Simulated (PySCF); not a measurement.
# SiF3 (trifluorosilyl): levels of theory compared

Wanted: a comparison of 3 runs (UMP2/STO-3G, UCISD/STO-3G, FCI/STO-3G) of SiF3 (trifluorosilyl). 

Program for the calculation: PySCF 2.14.0.

20 further runs of the same task are left out: 9 that didn't finish, 11 set aside as unsound or not needed.

**1. The structure to begin with**

SiF3: 4 atoms, total charge 0, spin state doublet. As SMILES, `F[Si](F)F`. The F1–Si2 distance was set to 3.499 Å, away from the relaxed value. At this shape a bond of the SMILES string is far longer than usual.

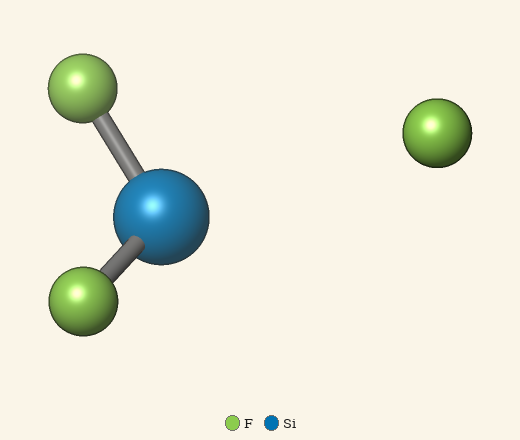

The structure, seen from a chosen angle (fluorine green, silicon blue).

**2. A single-point energy at UMP2/STO-3G (run 1)**

The input, run.py:

```python
from pyscf import gto, scf, mp

molecule = gto.Mole()
molecule.atom = [
    ('F', (2.123678, -1.412638, 2.139258)),
    ('Si', (-0.325240, 0.244050, 0.268860)),
    ('F', (-0.962750, -0.889100, -0.646850)),
    ('F', (0.500100, 1.154030, -0.741040)),
]
molecule.basis = 'sto-3g'
molecule.max_memory = 1860
molecule.verbose = 4
molecule.spin = 1
molecule.build()

myscf = scf.UHF(molecule)
myscf.conv_tol = 1e-10
myscf.kernel()
if not myscf.converged:
    myscf = myscf.newton().run(myscf.mo_coeff, myscf.mo_occ)

pt = mp.MP2(myscf, frozen=8).run()
e_final = pt.e_tot
print('Final energy', e_final)
```

Command:

```console
$ OMP_NUM_THREADS=1 python run.py
```

Output:

```text
PySCF version 2.14.0

[... 41 lines left out ...]
[... the frontier-level lines of each cycle are left out ...]
[... 1 line left out ...]
[... 1 line left out ...]
[... 134 lines left out ...]
converged SCF energy = -579.666393510656  <S^2> = 0.75000294  2S+1 = 2.0000029
[... 1 line left out ...]
******** <class 'pyscf.mp.ump2.UMP2'> ********
nocc = (np.int64(13), np.int64(12)), nmo = (16, 16)
frozen orbitals 8
E(UMP2) = -579.736072449738  E_corr = -0.0696789390820339
E(SCS-UMP2) = -579.736896821355  E_corr = -0.0705033106984698
E_corr(same-spin) = -0.0151285571538126
E_corr(oppo-spin) = -0.0545503819282213
Final energy -579.7360724497382
```

It took 1 s on 1 thread of Arm Neoverse V1, shared host; peak memory 0.12 GiB.

**3. The energy at UCISD/STO-3G (run 2)**

The input, calc.py:

```python
from pyscf import gto, ci

system = gto.M(
    atom='''
F        2.123678      -1.412638       2.139258
Si      -0.325240       0.244050       0.268860
F       -0.962750      -0.889100      -0.646850
F        0.500100       1.154030      -0.741040
''',
    charge=0,
    verbose=4,
    spin=1,
    max_memory=1860,
    basis='sto-3g',
)

hf = system.UHF()
hf.conv_tol = 1e-10
hf.kernel()
if not hf.converged:
    hf = hf.newton().run(hf.mo_coeff, hf.mo_occ)

cisd = ci.CISD(hf, frozen=8)
cisd.kernel()
energy = cisd.e_tot
print('E = %.10f Eh' % energy)
```

Command:

```console
$ OMP_NUM_THREADS=1 python calc.py
```

Output:

```text
PySCF version 2.14.0

[... 41 lines left out ...]
[... the frontier-level lines of each cycle are left out ...]
[... 1 line left out ...]
[... 1 line left out ...]
[... 134 lines left out ...]
converged SCF energy = -579.666393510656  <S^2> = 0.75000294  2S+1 = 2.0000029
[... 1 line left out ...]
******** <class 'pyscf.ci.ucisd.UCISD'> ********
CISD nocc = (np.int64(13), np.int64(12)), nmo = (16, 16)
frozen orbitals 8
max_cycle = 50
direct = 0
conv_tol = 1e-09
max_cycle = 50
max_space = 12
lindep = 0
nroots = 1
Init t2, MP2 energy = -0.069678940238462
UCISD converged
E(UCISD) = -579.746559900028  E_corr = -0.08016638937178472
E = -579.7465599000 Eh
```

Run time: 1.1 s. Hardware: 1 thread of Arm Neoverse V1, shared host; peak memory 0.12 GiB.

**4. A single-point energy at FCI/STO-3G (run 3)**

The input, run.py:

```python
from pyscf import gto, mcscf

molecule = gto.M(
    atom='F 2.123678 -1.412638 2.139258; Si -0.325240 0.244050 0.268860; F -0.962750 -0.889100 -0.646850; F 0.500100 1.154030 -0.741040',
    verbose=4,
    spin=1,
    max_memory=1860,
    basis='sto-3g',
)

hf = molecule.ROHF()
hf.conv_tol = 1e-10
hf.kernel()
if not hf.converged:
    hf = hf.newton().run(hf.mo_coeff, hf.mo_occ)

cas = mcscf.CASCI(hf, hf.mo_coeff.shape[-1] - 8, (molecule.nelec[0] - 8, molecule.nelec[1] - 8))  # full CI above the frozen core
cas.fix_spin_(ss=0.75)
cas.kernel()
energy = cas.e_tot
print('E = %.10f Eh' % energy)
```

Command:

```console
$ OMP_NUM_THREADS=1 python run.py
```

Output:

```text
PySCF version 2.14.0

[... 39 lines left out ...]
WARN: HOMO 0.196669486279634 >= LUMO 0.196698726076522
[... 13 lines left out ...]
WARN: HOMO 0.210325503712546 >= LUMO 0.204107201911575
[... 3 lines left out ...]
WARN: HOMO 0.137406450711867 >= LUMO 0.0744396787065387
[... 25 lines left out ...]
SCF not converged.
SCF energy = -579.665648441302
[... 42 lines left out ...]
converged SCF energy = -579.665643726065
[... 1 line left out ...]
******** <class 'pyscf.mcscf.casci.CASCI'> ********
CAS (13e+12e, 16o), ncore = 8, nvir = 0
natorb = False
canonicalization = True
sorting_mo_energy = False
******** <class 'pyscf.fci.addons.SpinPenaltyFCISolver'> ********
max. cycles = 200
conv_tol = 1e-08
davidson only = True
linear dependence = 1e-12
level shift = 0.001
max iter space = 12
nroots = 1
pspace_size = 400
spin = None
Density matrix diagonal elements [1.9975941  1.99727655 1.99999185 1.98542025 1.99995043 1.01916184
 1.98400177 1.99370867 1.9707357  1.98265708 1.97561737 1.94960748
 1.98312593 0.07673343 0.04200727 0.04241026]
CASCI converged
CASCI E = -579.757048962632  E(CI) = -119.380977329070  S^2 = 0.7500000
E = -579.7570489626 Eh
```

Run time: 2.2 min. Hardware: 1 thread of Arm Neoverse V1, shared host; peak memory 0.34 GiB.

**5. All runs side by side**

| run | level | energy (Eh) | dipole moment (D) of the reference | HOMO energy (eV) | LUMO energy (eV) | wall time |
| --- | --- | --- | --- | --- | --- | --- |
| 1 | UMP2/STO-3G | -579.736072 | 0.66 | -6.63 | 6.93 | 1 s |
| 2 | UCISD/STO-3G | -579.746560 | 0.66 | -6.63 | 6.93 | 1.1 s |
| 3 | FCI/STO-3G | -579.757049 | 0.65 | – | – | 2.2 min |

**6. Summary of results**

```
                                          quantity          value
                               run 3: total energy  -579.75705 Eh
       run 3: dipole moment (Hartree–Fock density)         0.65 D
run 3: correlation energy (8 core orbitals frozen)      -91.4 mEh
```

In words: Against full CI in this basis: UMP2 +21.0 mEh; UCISD +10.5 mEh. In runs 1, 2, 3 the basis is minimal, so the values are rough. All runs together took 2.2 min, the longest 2.2 min.
